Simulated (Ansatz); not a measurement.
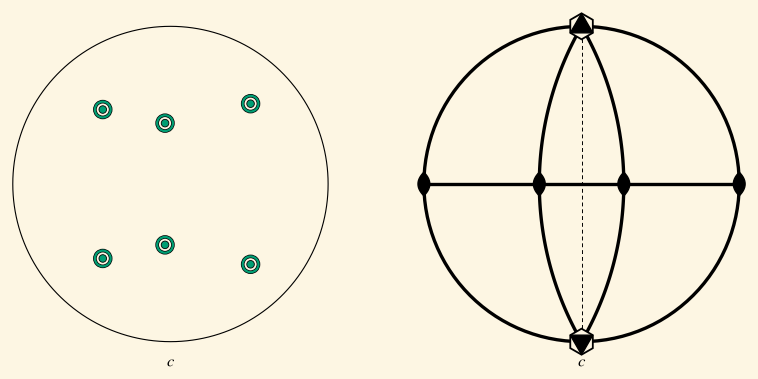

Stereographic projection: filled dots lie in the upper hemisphere, open rings in the lower; heavy lines are mirror planes (a heavy rim: a mirror in the plane of the page); lens, triangle, square and hexagon are 2-, 3-, 4- and 6-fold axes, a lens in an open square is −4, a triangle in an open hexagon −6; thin dashed diameters join the ends of axes that lie in the page; a small open circle marks inversion. The b axis points at the viewer. Left: one general form; right: the symmetry elements. Computed from the symmetry operations of a computed or model structure of composition Li2Hg, which need not be its known form.

Q: Name the crystal class.

A: -6m2 (D3h), order 12, hexagonal system: one −6 axis, three twofold axes, four mirror planes.

Q: Can such a crystal be piezoelectric, pyroelectric or chiral?

A: It is not centrosymmetric; not polar, but piezoelectricity is allowed; it is not chiral.
